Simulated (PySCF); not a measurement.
System: BCl.

```xyz
2

B     0.0000    0.0000   -1.3082
Cl    0.0000    0.0000    0.4118
```

Theory: PySCF, PBE0/def2-TZVPPD, non-relativistic Hamiltonian with scalar-relativistic core potentials where named, at a bond length of 1.720 Å.

Q: What can the converged electron density and electron localisation function tell about the bonding?

A: B–Cl (1.72 Å): ρ at the midpoint is about 1.5 e/Å³; the ELF peaks at about 0.90 between the atoms; a shared but strongly polarised pair.

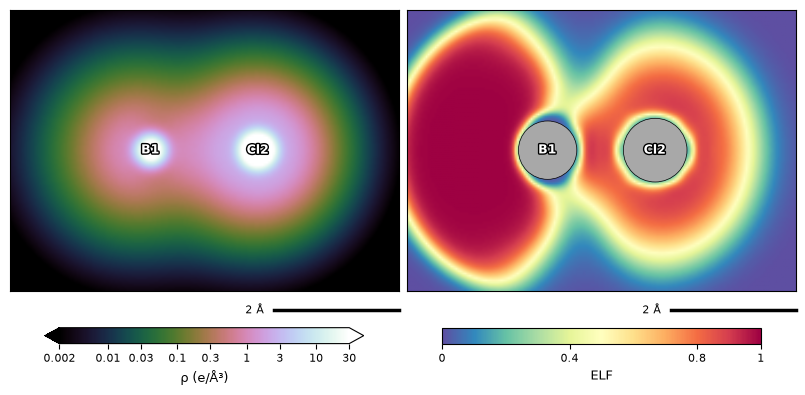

Computed electron density and electron localisation function on a plane that holds the molecular axis, in this order. Grey discs cover the atomic cores in the ELF map. 
